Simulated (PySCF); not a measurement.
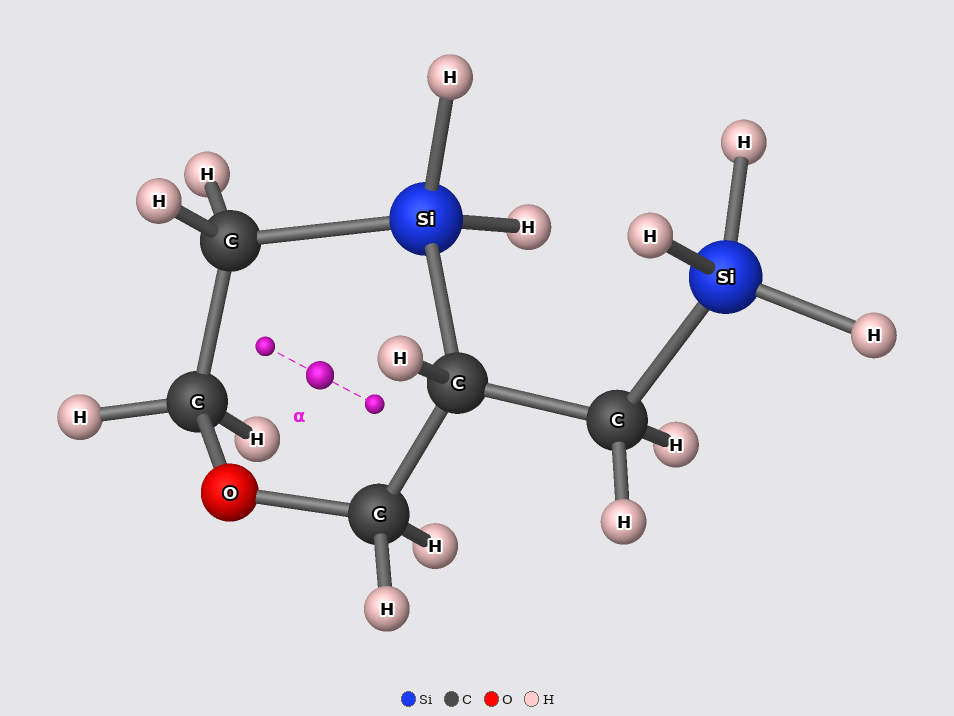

The small points mark where nucleus-independent chemical shifts (NICS) were computed: at the centre of each lettered ring and 1 Å above and below it. Computed geometry: PBE0-D3(BJ)/def2-SVP optimisation. No frequency run is at hand to confirm it as a minimum. Properties computed with GIAO PBE0/pcSseg-1 NMR shielding, non-relativistic, gas phase (PySCF 2.14.0).

Give NICS(0), NICS(1) and the out-of-plane component NICS(1)zz for each ring (means of the two sides).

```csv
ring,members,NICS(0),NICS(1),NICS(1)zz
α,C4OSi,−2.2,−1.9,3.1
```

Values in ppm.

Question. What do the values say about the ring currents?

Answer. Ring α: weak, as in a non-aromatic ring. NICS is one index among several.
